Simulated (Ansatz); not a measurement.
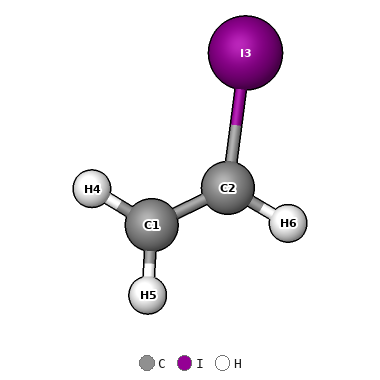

The system is C₂H₃I, SMILES C=CI; the picture shows the reference structure. 
- First axis: angle H4–C1–C2. Second axis: dihedral H4–C1–C2–I3.
- Nothing is relaxed (all other coordinates rigid).
- The grid has 15 × 15 points; 120 points were computed and 105 follow by symmetry.
- Energies: kcal/mol, counted from the relaxed molecule at the same level.
- The dihedral twists a double bond; near 90° a spin-restricted reference is unreliable.
- The calculation used RKS B3LYP-D4/def2-TZVP in Ansatz.

Its coordinates:

```xyz
6

C    -0.6261    0.0707   -0.4586
C     0.3697    0.1545    0.4041
I     1.8598   -1.3114    0.6144
H    -0.7538   -0.7671   -1.1307
H    -1.3591    0.8683   -0.5101
H     0.5094    0.9849    1.0809
```

Range: angle H4–C1–C2 from 78.0 to 168.0°; dihedral H4–C1–C2–I3 from −180 to 156°.

### What will the energy surface look like?

The lowest grid point is at angle H4–C1–C2 = 123.0°, dihedral H4–C1–C2–I3 = −180°, 0.26 kcal/mol from the relaxed molecule at the same level. A higher local minimum lies near angle H4–C1–C2 = 123.0°, dihedral H4–C1–C2–I3 = −12° (1.3 kcal/mol above the lowest at that grid point). The highest grid point, angle H4–C1–C2 = 78.0°, dihedral H4–C1–C2–I3 = −84°, lies 109 kcal/mol above the lowest. On the interpolated surface the easiest way out of the lowest well to a well of about the same depth near angle H4–C1–C2 = 123.0°, dihedral H4–C1–C2–I3 = −12° passes a barrier of about 74 kcal/mol. Round the minimum the two coordinates are nearly uncoupled.

| dihedral H4–C1–C2–I3 ↓, angle H4–C1–C2 → | 78.0 | 84.4 | 90.8 | 97.3 | 103.7 | 110.1 | 116.5 | 123.0 | 129.4 | 135.8 | 142.3 | 148.7 | 155.1 | 161.5 | 168.0 |
| --- | --- | --- | --- | --- | --- | --- | --- | --- | --- | --- | --- | --- | --- | --- | --- |
| 156 | 46 | 35 | 26 | 18 | 13 | 9 | 7 | 7 | 8 | 11 | 15 | 21 | 28 | 37 | 47 |
| 132 | 63 | 53 | 44 | 37 | 32 | 28 | 26 | 25 | 26 | 29 | 33 | 39 | 46 | 54 | 64 |
| 108 | 91 | 82 | 74 | 67 | 62 | 58 | 56 | 55 | 56 | 58 | 62 | 67 | 74 | 81 | 90 |
| 84 | 110 | 102 | 94 | 87 | 82 | 77 | 75 | 74 | 74 | 76 | 79 | 83 | 89 | 96 | 104 |
| 60 | 81 | 70 | 61 | 53 | 47 | 43 | 40 | 39 | 39 | 41 | 45 | 50 | 57 | 65 | 74 |
| 36 | 59 | 47 | 37 | 29 | 22 | 18 | 15 | 14 | 15 | 17 | 21 | 27 | 34 | 43 | 53 |
| 12 | 48 | 35 | 25 | 16 | 10 | 5 | 2 | 2 | 2 | 5 | 9 | 15 | 22 | 31 | 41 |
| −12 | 48 | 35 | 25 | 16 | 10 | 5 | 2 | 2 | 2 | 5 | 9 | 15 | 22 | 31 | 41 |
| −36 | 59 | 47 | 37 | 29 | 22 | 18 | 15 | 14 | 15 | 17 | 21 | 27 | 34 | 43 | 53 |
| −60 | 81 | 70 | 61 | 53 | 47 | 43 | 40 | 39 | 39 | 41 | 45 | 50 | 57 | 65 | 74 |
| −84 | 110 | 102 | 94 | 87 | 82 | 77 | 75 | 74 | 74 | 76 | 79 | 83 | 89 | 96 | 104 |
| −108 | 91 | 82 | 74 | 67 | 62 | 58 | 56 | 55 | 56 | 58 | 62 | 67 | 74 | 81 | 90 |
| −132 | 63 | 53 | 44 | 37 | 32 | 28 | 26 | 25 | 26 | 29 | 33 | 39 | 46 | 54 | 64 |
| −156 | 46 | 35 | 26 | 18 | 13 | 9 | 7 | 7 | 8 | 11 | 15 | 21 | 28 | 37 | 47 |
| −180 | 40 | 29 | 19 | 12 | 6 | 3 | 1 | 0 | 2 | 4 | 9 | 15 | 22 | 31 | 41 |

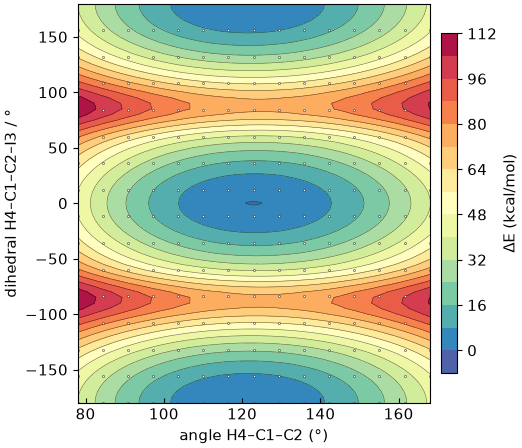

Drawn: filled contours, dots at the grid points. Between grid points the surface is interpolated.

Time for the 120 points that were run: 5.7 min on 1 thread of Intel(R) Xeon(R) Platinum 8488C (Sapphire Rapids), with other jobs on the host.
